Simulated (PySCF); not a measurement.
# CF2 (SMILES F[C]F): levels of theory compared

We compute a comparison of 5 runs (HF/STO-3G, HF/3-21G, HF/def2-SVP, BP86/def2-TZVP, CCSD(T)/6-31G) of CF2. 

The calculation is run with PySCF 2.14.0.

## 1. The system as given

CF2: 3 atoms, total charge 0, spin state singlet. SMILES: `F[C]F`. The shape is that of a GFN2-xTB optimisation.

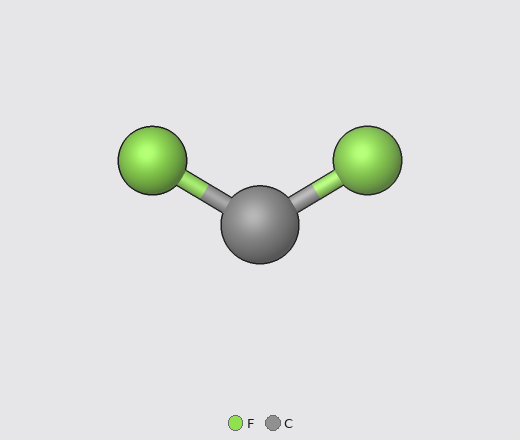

The structure, seen from a chosen angle (fluorine green, carbon grey).

## 2. Energy and gradient at HF/STO-3G (run 1)

File run.py:

```python
from pyscf import gto

molecule = gto.M(
    atom='''
F      0.750108     1.951709     0.628844
C      0.617600    -0.514346     0.282949
F     -1.367708    -1.437363    -0.911793
''',
    max_memory=1860,
    unit='bohr',
    basis='sto-3g',
    verbose=3,
)

myscf = molecule.RHF()
myscf.conv_tol = 1e-10
myscf.kernel()
if not myscf.converged:
    myscf = myscf.newton().run(myscf.mo_coeff, myscf.mo_occ)

e_final = myscf.e_tot
print(f'total energy: {e_final:.8f} hartree')
grad = myscf.nuc_grad_method().kernel()
myscf.analyze()
```

The run is started by

```sh
OMP_NUM_THREADS=1 python run.py
```

What it wrote:

```text
converged SCF energy = -233.381798096537
total energy: -233.38179810 hartree
--------------- RHF gradients ---------------
         x                y                z
0 F     0.0458918300    -0.0002251666     0.0252306581
1 C    -0.0603621874     0.0505172394    -0.0276271882
2 F     0.0144703574    -0.0502920727     0.0023965300
----------------------------------------------
**** MO energy ****
MO #1   energy= -26.0291072264869  occ= 2
MO #2   energy= -26.0289146285164  occ= 2
MO #3   energy= -11.1239609174534  occ= 2
MO #4   energy= -1.60852302507939  occ= 2
MO #5   energy= -1.54956675835609  occ= 2
MO #6   energy= -0.801045080058608 occ= 2
MO #7   energy= -0.648681002984127 occ= 2
MO #8   energy= -0.620181975176621 occ= 2
MO #9   energy= -0.60633741313667  occ= 2
MO #10  energy= -0.521968134163782 occ= 2
MO #11  energy= -0.516766184002273 occ= 2
MO #12  energy= -0.302473498817827 occ= 2
MO #13  energy= 0.247188355447682  occ= 0
MO #14  energy= 0.583163465311452  occ= 0
MO #15  energy= 0.701980957640407  occ= 0
 ** Mulliken atomic charges  **
charge of    0F =     -0.05698
charge of    1C =      0.11410
charge of    2F =     -0.05712
Dipole moment(X, Y, Z, Debye): -0.76050,  0.63460, -0.34828
```

Wall time 3.3 s (1 thread of Intel Xeon at 2.50GHz (Skylake/Cascade Lake), shared host); peak memory 0.12 GiB.

## 3. Energy and gradient at HF/3-21G (run 2)

File job.py:

```python
import pyscf.grad
from pyscf import gto

mol = gto.M(
    atom='''
F    0.396940   1.032800   0.332770
C    0.326820  -0.272180   0.149730
F   -0.723760  -0.760620  -0.482500
''',
    spin=0,
    verbose=4,
    max_memory=1860,
    basis='3-21g',
    charge=0,
)

myscf = mol.RHF()
myscf.conv_tol = 1e-10
myscf.kernel()
if not myscf.converged:
    myscf = myscf.newton().run(myscf.mo_coeff, myscf.mo_occ)

e_tot = myscf.e_tot
print('E(%s) = %.9f' % ('HF', e_tot))
grad = myscf.Gradients().kernel()
dip = myscf.dip_moment()
pop, q = myscf.mulliken_pop()
```

The run is started by

```sh
OMP_NUM_THREADS=1 python job.py
```

What it wrote:

```text
PySCF version 2.14.0

[INPUT] num. atoms = 3
[INPUT] num. electrons = 24
[INPUT] charge = 0
[INPUT] spin (= nelec alpha-beta = 2S) = 0
[INPUT] symmetry False subgroup None
[INPUT] Mole.unit = angstrom
[INPUT] Symbol           X                Y                Z      unit          X                Y                Z       unit  Magmom
[INPUT]  1 F      0.396940000000   1.032800000000   0.332770000000 AA    0.750107887885   1.951709141451   0.628844162472 Bohr   0.0
[INPUT]  2 C      0.326820000000  -0.272180000000   0.149730000000 AA    0.617600292030  -0.514345656584   0.282948692631 Bohr   0.0
[INPUT]  3 F     -0.723760000000  -0.760620000000  -0.482500000000 AA   -1.367708179915  -1.437363484867  -0.911792855103 Bohr   0.0

nuclear repulsion = 62.2167725375742
number of shells = 15
number of NR pGTOs = 45
number of NR cGTOs = 27
basis = 3-21g
ecp = {}

[... 39 lines left out ...]
converged SCF energy = -235.35949638919
[... 3 lines left out ...]
unit = Eh/Bohr
--------------- RHF gradients ---------------
         x                y                z
0 F     0.0410030935     0.0010961820     0.0226864872
1 C    -0.0528904789     0.0442359904    -0.0242105333
2 F     0.0118873854    -0.0453321724     0.0015240461
----------------------------------------------
Dipole moment(X, Y, Z, Debye): -0.47760,  0.39929, -0.21864
 ** Mulliken pop  **
pop of  0 F 1s            1.98537
pop of  0 F 2s            0.45162
pop of  0 F 3s            1.55224
pop of  0 F 2px           0.89058
pop of  0 F 2py           0.71169
pop of  0 F 2pz           0.84686
pop of  0 F 3px           1.02109
pop of  0 F 3py           0.89561
pop of  0 F 3pz           1.01030
pop of  1 C 1s            1.98806
pop of  1 C 2s            0.48759
pop of  1 C 3s            1.08639
pop of  1 C 2px           0.43788
pop of  1 C 2py           0.45630
pop of  1 C 2pz           0.20175
pop of  1 C 3px           0.25914
pop of  1 C 3py           0.16016
pop of  1 C 3pz           0.19196
pop of  2 F 1s            1.98537
pop of  2 F 2s            0.45162
pop of  2 F 3s            1.55224
pop of  2 F 2px           0.78000
pop of  2 F 2py           0.85905
pop of  2 F 2pz           0.81002
pop of  2 F 3px           0.94121
pop of  2 F 3py           1.00221
pop of  2 F 3pz           0.98371
 ** Mulliken atomic charges  **
charge of    0F =     -0.36536
charge of    1C =      0.73079
charge of    2F =     -0.36543
```

Wall time 3.3 s (1 thread of Intel Xeon at 2.50GHz (Skylake/Cascade Lake), shared host); peak memory 0.12 GiB.

Runs 3 to 4 aren't shown in full; the table further down has their settings and results.

## 4. A single-point energy at CCSD(T)/6-31G (run 5)

File input.xyz:

```xyz
3

F      0.396940     1.032800     0.332770
C      0.326820    -0.272180     0.149730
F     -0.723760    -0.760620    -0.482500
```

File job.py:

```python
from pyscf import gto, scf, cc

system = gto.M(
    atom='input.xyz',
    spin=0,
    verbose=4,
    max_memory=1860,
    basis='6-31g',
    charge=0,
)

myscf = scf.RHF(system)
myscf.conv_tol = 1e-10
myscf.kernel()
if not myscf.converged:
    myscf = myscf.newton().run(myscf.mo_coeff, myscf.mo_occ)

mycc = cc.CCSD(myscf, frozen=3)
mycc.kernel()
e_t = mycc.ccsd_t()
e_final = mycc.e_tot + e_t
print('Final energy', e_final)
myscf.analyze()
```

The run is started by

```sh
OMP_NUM_THREADS=1 python job.py
```

What it wrote:

```text
PySCF version 2.14.0

[INPUT] num. atoms = 3
[INPUT] num. electrons = 24
[INPUT] charge = 0
[INPUT] spin (= nelec alpha-beta = 2S) = 0
[INPUT] symmetry False subgroup None
[INPUT] Mole.unit = angstrom
[INPUT] Symbol           X                Y                Z      unit          X                Y                Z       unit  Magmom
[INPUT]  1 F      0.396940000000   1.032800000000   0.332770000000 AA    0.750107887885   1.951709141451   0.628844162472 Bohr   0.0
[INPUT]  2 C      0.326820000000  -0.272180000000   0.149730000000 AA    0.617600292030  -0.514345656584   0.282948692631 Bohr   0.0
[INPUT]  3 F     -0.723760000000  -0.760620000000  -0.482500000000 AA   -1.367708179915  -1.437363484867  -0.911792855103 Bohr   0.0

nuclear repulsion = 62.2167725375742
number of shells = 15
number of NR pGTOs = 66
number of NR cGTOs = 27
basis = 6-31g
ecp = {}

[... 39 lines left out ...]
converged SCF energy = -236.557165387031
[... 29 lines left out ...]
Final energy -236.8971954488213
[... 3 lines left out ...]
One-electron Energy =                 -451.664131303469333
[... 2 lines left out ...]
DFT Exchange-Correlation Energy =      -25.227824736274158
[... 4 lines left out ...]
MO #3   energy= -11.4929082794317  occ= 2
[... 2 lines left out ...]
MO #6   energy= -0.957806928086661 occ= 2
[... 2 lines left out ...]
MO #9   energy= -0.775570697217483 occ= 2
[... 2 lines left out ...]
MO #12  energy= -0.455848260908034 occ= 2
[... 2 lines left out ...]
MO #15  energy= 0.372071437915133  occ= 0
[... 2 lines left out ...]
MO #18  energy= 0.755375462894712  occ= 0
[... 2 lines left out ...]
MO #21  energy= 1.45232527070411   occ= 0
MO #22  energy= 1.50761831451581   occ= 0
MO #23  energy= 1.55478162554309   occ= 0
MO #24  energy= 1.56071137061765   occ= 0
MO #25  energy= 1.65696793945212   occ= 0
MO #26  energy= 2.27918059382983   occ= 0
MO #27  energy= 2.31889471763586   occ= 0
 ** Mulliken pop on meta-lowdin orthogonal AOs  **
 ** Mulliken pop  **
pop of  0 F 1s            1.99999
pop of  0 F 2s            1.83279
pop of  0 F 3s            0.00229
pop of  0 F 2px           1.92667
pop of  0 F 2py           1.58641
pop of  0 F 2pz           1.86756
pop of  0 F 3px           0.00110
pop of  0 F 3py           0.00094
pop of  0 F 3pz           0.00043
pop of  1 C 1s            1.99998
pop of  1 C 2s            1.54135
pop of  1 C 3s            0.02578
pop of  1 C 2px           0.78679
pop of  1 C 2py           0.75618
pop of  1 C 2pz           0.41286
pop of  1 C 3px           0.01269
pop of  1 C 3py           0.02267
pop of  1 C 3pz           0.00515
pop of  2 F 1s            1.99999
pop of  2 F 2s            1.83290
pop of  2 F 3s            0.00229
pop of  2 F 2px           1.70907
pop of  2 F 2py           1.87654
pop of  2 F 2pz           1.79510
pop of  2 F 3px           0.00106
pop of  2 F 3py           0.00099
pop of  2 F 3pz           0.00042
 ** Mulliken atomic charges  **
charge of    0F =     -0.21818
charge of    1C =      0.43655
charge of    2F =     -0.21837
Dipole moment(X, Y, Z, Debye): -0.37078,  0.31043, -0.16969
```

It took 4.6 s on 1 thread of Intel Xeon at 2.50GHz (Skylake/Cascade Lake), shared host; peak memory 0.12 GiB.

## 5. All runs side by side

```tsv
run	level	integration grid	task	energy (Eh)	dipole moment (D) of the reference	HOMO energy (eV)	LUMO energy (eV)	wall time
1	HF/STO-3G	–	gradient	-233.381798	1.05	-8.23	6.73	3.3 s
2	HF/3-21G	–	gradient	-235.359496	0.66	-12.01	2.49	3.3 s
3	HF/def2-SVP	–	gradient	-236.447521	0.75	-12.25	2.27	4 s
4	BP86/def2-TZVP	5	gradient	-237.793684	1.04	-6.71	-3.76	41 s
5	CCSD(T)/6-31G	–	energy	-236.897195	0.51	-12.40	1.99	4.6 s
```

## 6. Results

| quantity | value |
| --- | --- |
| run 5: total energy | -236.89720 Eh |
| run 5: dipole moment (Hartree–Fock density) | 0.51 D |
| run 5: HOMO energy (Hartree–Fock orbitals) | -12.40 eV |
| run 5: LUMO energy (Hartree–Fock orbitals) | 1.99 eV |
| run 5: HOMO–LUMO gap (Hartree–Fock orbitals) | 14.39 eV |
| run 5: correlation energy (3 core orbitals frozen) | -340.0 mEh |
| run 5: (T) correction | -9.15 mEh |
| run 5: T1 diagnostic | 0.020 |

In words: Over runs 1, 2, 3, 4 the dipole moment (its size) runs from 0.66 D (HF/3-21G) to 1.05 D (HF/STO-3G). Over runs 1, 2, 3, 4 the HOMO–LUMO gap runs from 2.95 eV (BP86/def2-TZVP) to 14.96 eV (HF/STO-3G). The two ends differ in method and basis. In run 1 the basis is minimal, so the values are rough. All runs together took 56 s, the longest 41 s.
